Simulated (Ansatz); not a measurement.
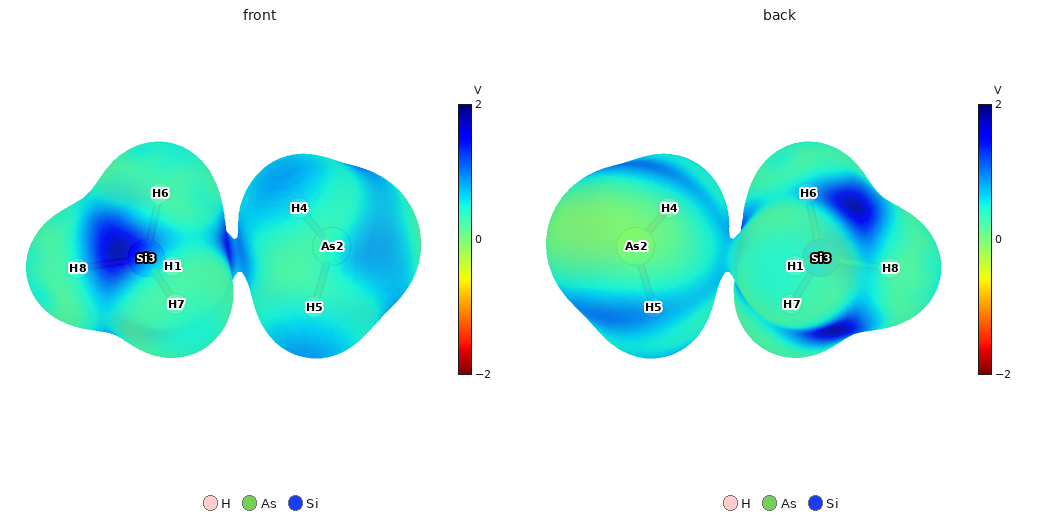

SiH4···AsH2 (doublet). The electrostatic potential painted on the density surface at 0.004 e/bohr³, seen from the front and from behind; red is negative and blue positive.

The product side of a reaction path; geometry: PBE0-D4/def2-TZVP.

Level of theory: UKS PBE0-D4/def2-TZVPP in Ansatz 0.2.0.

Input file:

```
crystal:
  periodic: [false, false, false]
  atoms:
    - {symbol: H, position_ang: [-0.154182, -1.394375, -0.489297]}
    - {symbol: As, position_ang: [-2.120685, 1.389809, -1.032163]}
    - {symbol: Si, position_ang: [0.881972, -0.918040, 0.462474]}
    - {symbol: H, position_ang: [-1.529634, 1.510606, 0.370818]}
    - {symbol: H, position_ang: [-0.758681, 1.692045, -1.651328]}
    - {symbol: H, position_ang: [0.233462, -0.502654, 1.731726]}
    - {symbol: H, position_ang: [1.602549, 0.237842, -0.127883]}
    - {symbol: H, position_ang: [1.845198, -2.015234, 0.735554]}
basis:
  gaussian: {orbitals: def2-TZVPP}
magnetization: {spin_polarized: true, initial_magnetization: 1}
hamiltonian: {xc: pbe0, dispersion: d4}
output: {orbitals: {seedname: orbitals}}
```

Launched as:

```sh
ansatz run in.yaml --threads 4 --pin off --events-out ev --progress --plain --max-ram 9574MiB
```

### Describe the electrostatic potential map.

The most negative region (about −0.1 V) lies over As2, the most positive (about +1.8 V) over Si3.
